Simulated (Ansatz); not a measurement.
**BaLiCl3 (built on the sites of a database entry of BaLiF3): a soft mode frozen in**

Which phase does BaLiCl3 (built on the sites of a database entry of BaLiF3) fall into along its unstable mode, and how much energy does it gain?

Method: DFT PBEsol, scalar-relativistic, plane waves, PAW, in Ansatz 0.2.0.

The structure was built from a prototype and need not be the compound's stable phase.

## (1) Starting point

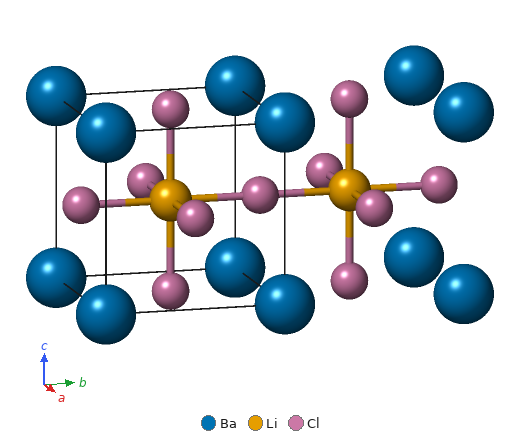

Start, viewed slightly off an axis; barium blue, lithium orange, chlorine pink. 1×2×1 cells are drawn. Some periodic images of atoms are drawn too.

## (2) Phonons on a q mesh

The cell comes from relaxations at this level that are not shown. Stability and thermal properties need the whole zone. Linear response on a 2×2×2 q mesh gives force constants as far as a supercell of that size would, and the tensors from the zone-centre run are typed in so that the long-range dipole term is interpolated apart.

File input.yaml:

```yaml
crystal:
  lattice:
    - [4.7920317519, 0.0, 0.0]
    - [0.0, 4.7920317519, 0.0]
    - [0.0, 0.0, 4.7920317519]
  atoms:
    - { symbol: Ba, position: [0.0, 0.0, 0.0] }
    - { symbol: Li, position: [0.5, 0.5, 0.5] }
    - { symbol: Cl, position: [0.0, 0.5, 0.5] }
    - { symbol: Cl, position: [0.5, 0.5, 0.0] }
    - { symbol: Cl, position: [0.5, 0.0, 0.5] }
kpoints:
  mp_grid: { grid: [4, 4, 4] }
hamiltonian:
  xc: pbesol
scf:
  occupations: { method: fixed }
output:
  eigenvalues: true
phonons:
  method: dfpt
  qmesh: [2, 2, 2]
  temperatures: { t_max: 1000, t_step: 50 }
  qpath:
    path:
      - [[0.0, 0.0, 0.0], [0.0, 0.5, 0.0], [0.5, 0.5, 0.0], [0.0, 0.0, 0.0], [0.5, 0.5, 0.5], [0.0, 0.5, 0.0]]
      - [[0.5, 0.5, 0.5], [0.5, 0.5, 0.0]]
    npoints: 10
  non_analytic_term:
    high_frequency_dielectric_tensor: [[3.5537, 0.0, 0.0], [0.0, 3.5537, 0.0], [0.0, 0.0, 3.5537]]
    born_effective_charges:
      - { species: Ba, tensor: [[2.9146, 0.0, 0.0], [0.0, 2.9146, 0.0], [0.0, 0.0, 2.9146]] }
      - { species: Li, tensor: [[1.1162, 0.0, 0.0], [0.0, 1.1162, 0.0], [0.0, 0.0, 1.1162]] }
      - { species: Cl, tensor: [[-1.2287, 0.0, 0.0], [0.0, -1.401, 0.0], [0.0, 0.0, -1.401]] }
      - { species: Cl, tensor: [[-1.401, 0.0, 0.0], [0.0, -1.401, 0.0], [0.0, 0.0, -1.2287]] }
      - { species: Cl, tensor: [[-1.401, 0.0, 0.0], [0.0, -1.2287, 0.0], [0.0, 0.0, -1.401]] }
    source: "zone-centre run at this cell"
```

Launch:

```
$ ansatz run input.yaml --threads 4 --pin off --max-ram 7168MiB --backend cpu --events-out ev --progress --plain --runs-dir out
```

Numbers of over 12 decimals in the logs are rounded to 6 here.

Output:

```text
Engine: ansatz 0.2.0, aarch64-unknown-linux-gnu
Pseudopotentials: kind: paw
Pseudopotential: Ba, paw, valence charge 10, recommended cutoff 420 eV (normal), Ba.paw.azcp
Pseudopotential: Li, paw, valence charge 3, recommended cutoff 420 eV (normal), Li.paw.azcp
Pseudopotential: Cl, paw, valence charge 7, recommended cutoff 420 eV (normal), Cl.paw.azcp
Functional definition: PBEsol
  exchange = pbesol_x
  correlation = pbesol_c
Crystal: 5 atoms, lattice volume = 110.042 Å³
Basis set: ecut = 420 eV, 2109 PW (Γ), exchange–correlation on 72×72×72 points (8 copies of the dense FFT grid, shifted against one another)
Bands: 22, of which v1, the nominal top of the filled ones, is band 17 counted from 1 (16 counted from 0)
Symmetry: 48 space group operations
k-points: 10 of 64
Non-local potential: Ba, projectors of the file, l = 0: 3, l = 1: 2, l = 2: 2, l = 3: 2
Non-local potential: Li, projectors of the file, l = 0: 3, l = 1: 2, l = 2: 1
Non-local potential: Cl, projectors of the file, l = 0: 2, l = 1: 2, l = 2: 2
PAW form: soft (Blöchl's): semilocal exchange-correlation on the pseudo side does not see the compensation charge
PAW frozen core: Ba, regenerated for the run's functional, and the local potential with it (the file was generated under x = pbe(κ = 0.804, μ = 0.219515), c = pbe(β = 0.066725))
PAW frozen core: Cl, regenerated for the run's functional, and the local potential with it (the file was generated under x = pbe(κ = 0.804, μ = 0.219515), c = pbe(β = 0.066725))
PAW one-centre angular grid: Ba, 194 points (default); XC on 64 Gauss nodes
PAW one-centre angular grid: Li, 110 points (default); XC on 64 Gauss nodes
PAW one-centre angular grid: Cl, 110 points (default); XC on 64 Gauss nodes
Initial density: superposition of atomic densities (neutral atoms: chi_scale 0, normalization atom), corrected by the library's trained network
Initial wavefunctions: pseudopotential atomic-orbital guess
Functional: x = pbesol(κ = 0.804, μ = 0.123457), c = pbesol(β = 0.046)
SCF iter   1: F=—  HF=-9259.192795 eV  |F-HF|=—  |Δ(HF+E_count)|=         —  Δρ=4.02e-3  dr2=2.48e-2  ethr=1.77e-3  ⟨swp⟩=5.5  Hψ=1004  notcnv=0  defer=24
preconditioner: auto → Resta (q_TF=auto, 2.243 Å⁻¹)  ε∞=3.7  [insulator: Δε(μ)=4.037 eV  Ē_g=11.907 eV  n_scr=18 (ndim 8)  ℏωp=19.4 eV  f_vac=0.000  ε∞_Penn≈3.7]
SCF iter   2: F=—  HF=-9259.184840 eV  |F-HF|=—  |Δ(HF+E_count)|=   7.96e-3  Δρ=1.95e-3  dr2=6.15e-3  ethr=7.29e-5  ⟨swp⟩=3.2  Hψ=467  notcnv=0  defer=30
SCF iter   3: F=—  HF=-9259.183677 eV  |F-HF|=—  |Δ(HF+E_count)|=   1.16e-3  Δρ=5.39e-4  dr2=2.37e-4  ethr=1.81e-5  ⟨swp⟩=3.0  Hψ=388  notcnv=0  defer=28
SCF iter   4: F=—  HF=-9259.183685 eV  |F-HF|=—  |Δ(HF+E_count)|=   7.86e-6  Δρ=1.83e-4  dr2=7.06e-5  ethr=6.98e-7  ⟨swp⟩=2.0  Hψ=373  notcnv=0  defer=28
SCF iter   5: F=—  HF=-9259.183676 eV  |F-HF|=—  |Δ(HF+E_count)|=   8.48e-6  Δρ=6.94e-5  dr2=1.13e-5  ethr=2.08e-7  ⟨swp⟩=2.4  Hψ=357  notcnv=0  defer=17
SCF iter   6: F=—  HF=-9259.183676 eV  |F-HF|=—  |Δ(HF+E_count)|=   1.41e-7  Δρ=1.87e-5  dr2=9.30e-7  ethr=3.32e-8  ⟨swp⟩=2.0  Hψ=293  notcnv=0  defer=12
SCF iter   7: F=—  HF=-9259.183675 eV  |F-HF|=—  |Δ(HF+E_count)|=   6.14e-7  Δρ=3.52e-6  dr2=3.31e-8  ethr=2.73e-9  ⟨swp⟩=2.2  Hψ=327  notcnv=0  defer=12
SCF iter   8: F=—  HF=-9259.183675 eV  |F-HF|=—  |Δ(HF+E_count)|=   1.06e-8  Δρ=2.93e-7  dr2=2.04e-10  ethr=9.73e-11  ⟨swp⟩=2.1  Hψ=360  notcnv=0  defer=12
SCF iter   9: F=—  HF=-9259.183675 eV  |F-HF|=—  |Δ(HF+E_count)|=    0.00e0  Δρ=8.03e-8  dr2=1.54e-11  ethr=1.00e-12  ⟨swp⟩=2.3  Hψ=321  notcnv=0  defer=12
SCF iter  10: F=-9259.183675 eV  HF=-9259.183675 eV  |F-HF|=0.00e0  |Δ(HF+E_count)|=  3.64e-12  Δρ=6.95e-9  dr2=5.59e-14  ethr=1.00e-12  ⟨swp⟩=12.8  Hψ=1665  notcnv=0
SCF 1 converged in 10 iterations: F = -9259.183675 eV  dr2 = 5.59e-14
  greatest PAW one-centre occupation: 1.000 electrons in one spin orbital (limit 2), on the Li atom at site 1 (counted from 0), in its partial waves of l = 0
NSCF: frozen V_eff on 10 k-points
NSCF: frozen V_eff on 27 k-points
DFPT response loops at q = (0, 0, 0) (fractional): preconditioner auto → none (the input reference at scf.mixing.eps_inf says where Resta's filter doesn't serve); β = 0.50; Broyden in place of MSR1
NSCF: frozen V_eff on 54 k-points
DFPT response loops at q = (0, 0, -0.5) (fractional): preconditioner auto → Resta (q_TF=auto, 2.243 Å⁻¹)  ε∞=3.8 (no band partly filled); β = 1.00, the filter's whole step (`scf.mixing.beta` (0.50) is not read by the response loops at its default; to damp them type it under 1.00, their step now; it binds the ground state too); Broyden in place of MSR1
NSCF: frozen V_eff on 54 k-points
DFPT response loops at q = (0, -0.5, -0.5) (fractional): mixed as the last ones told, above
NSCF: frozen V_eff on 54 k-points
DFPT response loops at q = (-0.5, -0.5, -0.5) (fractional): preconditioner auto → none (the input reference at scf.mixing.eps_inf says where Resta's filter doesn't serve); β = 0.50; Broyden in place of MSR1
SCF converged after 10 iterations
Free energy (F): -9259.183675 eV
Harris-Foulkes:  -9259.183675 eV  (|F-HF|=0.00e0)
Internal energy: -9259.183675 eV  (E = F + TS)
E sigma→0 (E₀):  -9259.183675 eV
Fermi energy:    4.670161 eV
--- Per-component energies (eV) ---
  E_band       = -147.317228
  E_kinetic    = 675.428142
  E_local      = -936.507022  (includes V_loc(G=0)·N_el)
  E_nonlocal   = 111.699807
  E_hartree    = 279.609463
  E_xc         = -497.732230
  E_vxc        = -516.625964  (∫ρ·V_xc dr)
  E_paw        = -7085.405867  (= ΣΔE_a)
  E_vpaw       = -40.531401  (= ΣTr[D̂ρ^β])
  E_aug_tail   = 0.000285  (compensation charges beyond the density's cutoff)
  E_ewald      = -1806.662983
  E_core_change = 0.386729  (= ΣΔE_core)
  E_smearing   = -0.000000  (= −TS)
  E_closure    = 0.000000  (closes the sum)
  Σ components = -9259.183675   (vs F -9259.183675, Δ=0.00e0)
--- Band table (eV; the first three rows and the last of 10) ---
  k-point 0: bands = [... 13 lower, 3.6953, 4.6161, 4.6161, 4.6161, 8.8193, 8.8193, 9.8180, 10.0821, ... 1 higher]
  k-point 1: bands = [... 13 lower, 3.5174, 4.0134, 4.4006, 4.4006, 9.4799, 9.6583, 10.2668, 10.8277, ... 1 higher]
  k-point 2: bands = [... 13 lower, 3.3970, 3.3970, 4.1657, 4.1657, 10.5022, 10.5043, 10.6459, 11.9833, ... 1 higher]
  k-point 9: bands = [... 13 lower, 4.5570, 4.6702, 4.6702, 4.6702, 10.1520, 10.1520, 10.1520, 11.1508, ... 1 higher]
--- Phonons (Γ-DFPT): 4 representative perturbations + reference (Σ response iterations 12) ---
  ASR residual: 2.163e-4 → 0.000e0 eV/Å²; symmetrization residual: 1.279e-6 eV/Å²
  ASR residual per site (eV/Å²): 2.22e-6 2.16e-4 6.53e-5 6.53e-5 6.53e-5
  Γ frequencies (cm⁻¹): 0.00 0.00 0.00 38.65 38.65 38.65 91.04 91.04 91.04 183.35 183.35 183.35 339.68 339.68 339.68
--- Phonons (arbitrary-q DFPT): 4 irreducible q on the 2×2×2 mesh ---
  q = [0.0000, 0.0000, 0.0000] (star 1, of the zone-centre solve; hermiticity 4.61e-7, symmetrization 1.05e-12): -0.00 -0.00 -0.00 38.65 38.65 38.65 91.04 91.04 91.04 183.35 183.35 183.35 339.68 339.68 339.68
  q = [0.0000, 0.0000, -0.5000] (star 3, 9 solved perturbations in 216 linear systems a pass and spin channel, the states on 27 of 64 k-point pairs; hermiticity 4.24e-7, symmetrization 3.78e-13): 29.56 29.56 71.69 71.69 96.50 108.81 109.62 109.62 154.85 176.92 176.92 225.70 340.16 340.16 362.78
  q = [0.0000, -0.5000, -0.5000] (star 3, 9 solved perturbations in 216 linear systems a pass and spin channel, the states on 27 of 64 k-point pairs; hermiticity 7.12e-7, symmetrization 7.89e-14): -73.12 31.63 53.55 53.55 116.14 116.14 119.47 119.47 164.73 177.72 182.86 247.25 340.82 363.13 363.13
  q = [-0.5000, -0.5000, -0.5000] (star 1, 4 solved perturbations in 81 linear systems a pass and spin channel, the states on 27 of 64 k-point pairs; hermiticity 7.04e-7, symmetrization 1.36e-12): -81.95 -81.95 -81.95 43.16 43.16 43.16 167.26 167.26 167.26 175.39 175.39 266.44 368.44 368.44 368.44
  sum rule: each row above includes the acoustic sum rule's correction from the zone centre's row sums; it moved no ω² by more than (2.91 cm⁻¹)²
  mesh force constants: q→R imaginary residual 6.22e-18; ASR residual 2.163e-4 → 0.000e0 eV/Å²; symmetrization residual 5.329e-15 eV/Å²
  interpolated dispersion: 63 rows × 15 modes
  density of states and harmonic sums: on the 14×14×14 q-mesh, interpolated from the force constants of a 2×2×2 supercell (with the dipole–dipole term of supplied tensors)
  largest difference from the sums on the solved wave vectors: F 1.18e-1 eV, S 1.55e-4 and C_V 4.17e-5 eV/K
  zero-point energy: 0.147061 eV/cell   skipped modes (ω ≤ 0): 93, of them read as no rigid motion or as one in doubt: 90 (6.888e-1 modes/cell left out, lowest -81.95 cm⁻¹)   left out of the sums: 4.60e-2 of the cell's modes: C_V's classical limit lies that fraction below 3 k_B per atom; for a crystal, a wire or a layer, F and S can be off by more, and a phonons.interpolated_qmesh denser along its periods is the remedy for the sampling
```

Run time: 42 s. Hardware: 4 threads of Arm Neoverse V2, shared host; peak memory 0.61 GiB; 2.7 min of CPU time.

Reading the cycles: dr2 is the Hartree energy of the density residual (eV), the measure of convergence; HF is the Harris–Foulkes estimate of the energy, which meets the free energy F at convergence.

A gap read on the k-mesh alone can miss the band edges.

This step gave:

| Item | Value |
| --- | --- |
| gap on the k-mesh | 4.149 eV |
| volume per atom | 22.01 Å³ |
| sum-rule residual before enforcement | 2.16e-4 eV/Å² |
| lowest frequency on the path | -81.95 cm⁻¹ |
| point group | m-3m |
| highest frequency on the path or at a solved wavevector | 381.3 cm⁻¹ |
| highest optical mode at the zone centre (no LO-TO term) | 339.7 cm⁻¹ |
| lowest optical zone-centre mode | 38.65 cm⁻¹ |
| lowest mode on the q mesh (acoustic modes at Γ apart) | -81.95 cm⁻¹ |

Frequencies (cm⁻¹) solved at each irreducible wavevector; negative means imaginary. Frequencies by wavevector, by row:

```csv
q in reciprocal lattice units,star,mode 1,mode 2,mode 3,mode 4,mode 13,mode 14,mode 15
0 0 0,1,0,0,0,38.6,339.7,339.7,339.7
0 0 -0.5,3,29.6,29.6,71.7,71.7,340.2,340.2,362.8
0 -0.5 -0.5,3,-73.1,31.6,53.5,53.5,340.8,363.1,363.1
-0.5 -0.5 -0.5,1,-82,-82,-82,43.2,368.4,368.4,368.4
```

Interpolated from a 2×2×2 q mesh, with the LO-TO term (at Γ the limit along the path; where Γ stands inside the path, tables give the limit on arrival). Phonon branches along the path, in cm⁻¹:

```csv
point,branch 1,branch 2,branch 3,branch 4,branch 12,branch 13,branch 14,branch 15
Γ,0,0,0,39,203,340,340,381
X,30,30,72,72,226,340,340,363
M,-73,32,54,54,247,341,363,363
Γ,0,0,0,39,203,340,340,381
R,-82,-82,-82,43,266,368,368,368
X,30,30,72,72,226,340,340,363
jump to R,-82,-82,-82,43,266,368,368,368
M,-73,32,54,54,247,341,363,363
```

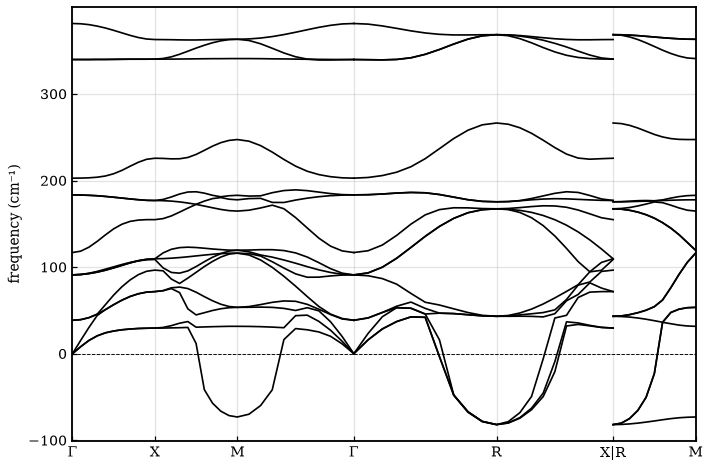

Phonon branches along the path.

Symmetry leaves 4 wavevectors to solve. The lowest mode among them, the acoustic zeros apart, lies at q = (-0.5, -0.5, -0.5) and is imaginary, 82.0i cm⁻¹, so the energy falls along it.

## (3) The mode frozen in, largest atomic shift 0 Å

The mode followed lies at q = (-0.5, -0.5, -0.5) with frequency 81.9i cm⁻¹ and is 3-fold degenerate, the softest among the wavevectors solved. At small amplitude the distorted cell has space group no. 140 by a symmetry search on the positions. The undistorted cell that holds it gives the zero of energy on the same k mesh.

System of this step: BaLiCl3 (built on the sites of a database entry of BaLiF3). It takes space group Pm-3m (No. 221, cubic). The conventional cell has a = 4.792 Å, b = 4.792 Å, c = 4.792 Å, α = 90.00°, β = 90.00°, γ = 90.00°. Ba has 12 Cl at 3.39 Å nearest. Nearest to Li lie 6 Cl at 2.40 Å. Nearest to Cl lie 2 Li at 2.40 Å and 4 Ba at 3.39 Å. Farther neighbours and most contacts between anions are not listed.

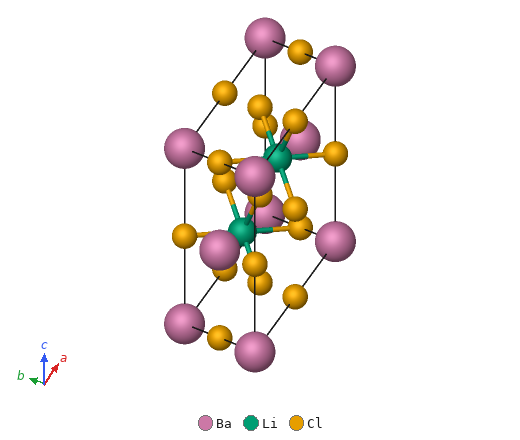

The cell of this step (barium pink, lithium teal, chlorine orange). Some periodic images of atoms are drawn too.

File input.yaml:

```yaml
crystal:
  lattice:
    - [4.7920317519, 4.7920317519, 0.0]
    - [4.7920317519, 0.0, 4.7920317519]
    - [4.7920317519, 0.0, -4.7920317519]
  atoms:
    - { symbol: Ba, position: [0.0, 0.5, 0.5] }
    - { symbol: Ba, position: [0.0, 0.0, 1.0] }
    - { symbol: Li, position: [0.5, 0.25, 0.75] }
    - { symbol: Li, position: [0.5, 0.75, 0.25] }
    - { symbol: Cl, position: [0.5, 0.5, 0.0] }
    - { symbol: Cl, position: [0.5, 0.0, 0.5] }
    - { symbol: Cl, position: [0.5, 0.5, 0.5] }
    - { symbol: Cl, position: [0.5, 0.0, 0.0] }
    - { symbol: Cl, position: [0.0, 1.0, 0.5] }
    - { symbol: Cl, position: [0.0, 0.5, 0.0] }
kpoints:
  mp_grid: { grid: [4, 4, 4] }
hamiltonian:
  xc: pbesol
scf:
  occupations: { method: gaussian, width: 0.02 }
output:
  forces: true
  stress: true
  eigenvalues: true
```

Output:

```text
[...]
Crystal: 10 atoms, lattice volume = 220.084 Å³
Basis set: ecut = 420 eV, 4285 PW (Γ), exchange–correlation on 96×96×96 points (8 copies of the dense FFT grid, shifted against one another)
Bands: 44, of which v1, the nominal top of the filled ones, is band 34 counted from 1 (33 counted from 0)
Symmetry: 96 space group operations
[...]
k-points: 8 of 64
[...]
k-point 0: bands = [... 30 lower, 4.6162, 4.6702, 4.6702, 4.6702, 8.8193, 8.8193, 9.8180, 10.0820, ... 5 higher]
  k-point 1: bands = [... 30 lower, 4.5637, 4.5637, 4.5647, 4.5647, 9.3298, 9.3298, 10.2486, 10.4280, ... 5 higher]
  k-point 2: bands = [... 30 lower, 4.5178, 4.5178, 4.5178, 4.5178, 10.2017, 10.2017, 10.2017, 10.2017, ... 5 higher]
  k-point 7: bands = [... 30 lower, 4.1955, 4.1955, 4.3243, 4.3243, 10.7561, 10.7561, 11.2152, 11.2152, ... 5 higher]
[key lines of the parts left out:]
SCF converged after 6 iterations
Free energy (F): -18518.367447 eV
Fermi energy:    6.744799 eV
P = ⅓ Tr σ = 0.0026 GPa (0.026 kbar)
```

Elapsed: 1.4 s, on 4 threads; peak memory 0.61 GiB.

This step gave:

| Quantity | Value |
| --- | --- |
| pressure | 0.002584 GPa |
| energy from the undistorted cell | 0 meV/atom |

At this level the gap is 4.15 eV on the k-mesh of the self-consistent run, which can miss the band edges.

## (4) The mode frozen in, largest atomic shift 0.45 Å

The atoms are moved along the unstable eigenvector, the largest shift by 0.45 Å, with the cell fixed.

Changes to input.yaml since step 3:

```diff
@@ -10,6 +10,6 @@
     - { symbol: Li, position: [0.5, 0.75, 0.25] }
-    - { symbol: Cl, position: [0.5, 0.5, 0.0] }
-    - { symbol: Cl, position: [0.5, 0.0, 0.5] }
-    - { symbol: Cl, position: [0.5, 0.5, 0.5] }
-    - { symbol: Cl, position: [0.5, 0.0, 0.0] }
+    - { symbol: Cl, position: [0.5, 0.5469529443, -0.0469529443] }
+    - { symbol: Cl, position: [0.5, -0.0469529443, 0.5469529443] }
+    - { symbol: Cl, position: [0.5, 0.4530470557, 0.4530470557] }
+    - { symbol: Cl, position: [0.5, 0.0469529443, 0.0469529443] }
     - { symbol: Cl, position: [0.0, 1.0, 0.5] }
```

Output:

```text
[...]
Crystal: 10 atoms, lattice volume = 220.084 Å³
Basis set: ecut = 420 eV, 4285 PW (Γ), exchange–correlation on 96×96×96 points (8 copies of the dense FFT grid, shifted against one another)
Bands: 44, of which v1, the nominal top of the filled ones, is band 34 counted from 1 (33 counted from 0)
Symmetry: 16 space group operations
[...]
k-points: 13 of 64
[...]
k-point 0: bands = [... 30 lower, 4.4224, 4.4355, 4.4638, 4.4638, 8.8944, 9.4425, 10.1686, 10.3184, ... 5 higher]
  k-point 1: bands = [... 30 lower, 4.2801, 4.3525, 4.4005, 4.4133, 9.3511, 9.8213, 10.4906, 10.5722, ... 5 higher]
  k-point 2: bands = [... 30 lower, 4.3002, 4.3002, 4.3624, 4.3624, 10.1963, 10.1963, 10.4705, 10.4705, ... 5 higher]
  k-point 12: bands = [... 30 lower, 4.1579, 4.1579, 4.2425, 4.4071, 10.2663, 10.3749, 10.4952, 11.0221, ... 5 higher]
[key lines of the parts left out:]
SCF converged after 6 iterations
Free energy (F): -18518.548539 eV
Fermi energy:    6.679129 eV
P = ⅓ Tr σ = 1.0100 GPa (10.100 kbar)
```

Elapsed: 2.1 s, on 4 threads; peak memory 0.64 GiB; 7.5 s of CPU time.

This step gave:

```
pressure                         : 1.010 GPa
gap on the k-mesh                : 4.431 eV
energy from the undistorted cell : -18.11 meV/atom
```

The energy, extrapolated to zero smearing, is -18.11 meV/atom against the undistorted cell.

The run ends at a pressure of 1.01 GPa, with forces up to 0.029 eV/Å.

## (5) Energy along the mode, all amplitudes (two of the runs are shown above)

An imaginary frequency means negative curvature, so the energy should fall and then rise again as anharmonic terms take over.

This step gave:

- depth at the lowest point sampled: 18.11 meV/atom
- largest atomic shift at that point: 0.45 Å

Energy from the parent against largest atomic shift:

```csv
largest atomic shift (Å),energy from the parent (meV/atom)
0.000,0
0.040,-0.279
0.080,-1.10
0.140,-3.25
0.220,-7.38
0.320,-13.2
0.450,-18.1
0.600,-12.0
```

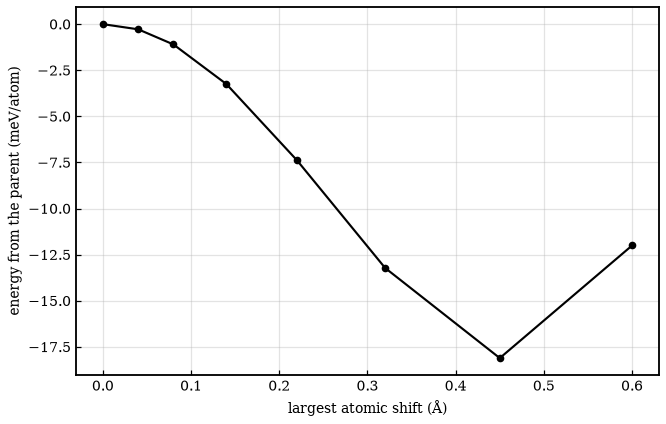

Energy from the parent, plotted against largest atomic shift.

Displacement at unit largest shift by atom:

```csv
atom,x (Å),y (Å),z (Å),size
Ba1,0.00,0.00,0.00,0.00
Ba2,0.00,0.00,0.00,0.00
Li3,0.00,0.00,0.00,0.00
Li4,0.00,0.00,0.00,0.00
Cl5,0.00,0.00,1.00,1.00
Cl6,0.00,0.00,-1.00,1.00
Cl7,-1.00,0.00,0.00,1.00
Cl8,1.00,0.00,0.00,1.00
Cl9,0.00,0.00,0.00,0.00
Cl10,0.00,0.00,0.00,0.00
```

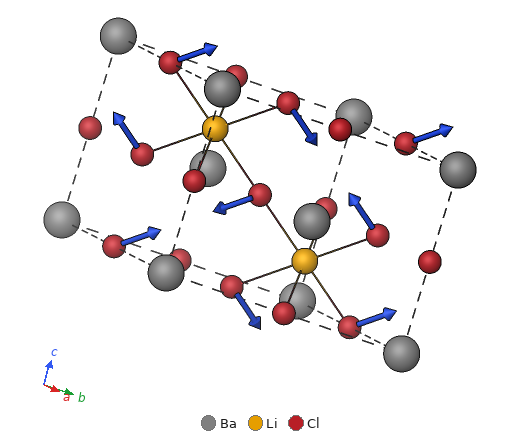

Displacement at unit largest shift as arrows, the longest 1 Å. Some periodic images of atoms are drawn too.

The lowest of the steps tried is at 0.45 Å, 18.1 meV/atom below the parent; the bottom of the well need not coincide with a step.

[end of part 1 of 2]

[Logs are printed without paths, hosts, clocks, repeated set-up lines and the standing remarks that a program may print on its own settings, such as how far it seeks lower states.]

[Hosts, paths, dates, database ids (printed as entryN), source tags and the programs' standing remarks are cut or masked in the printed files.]
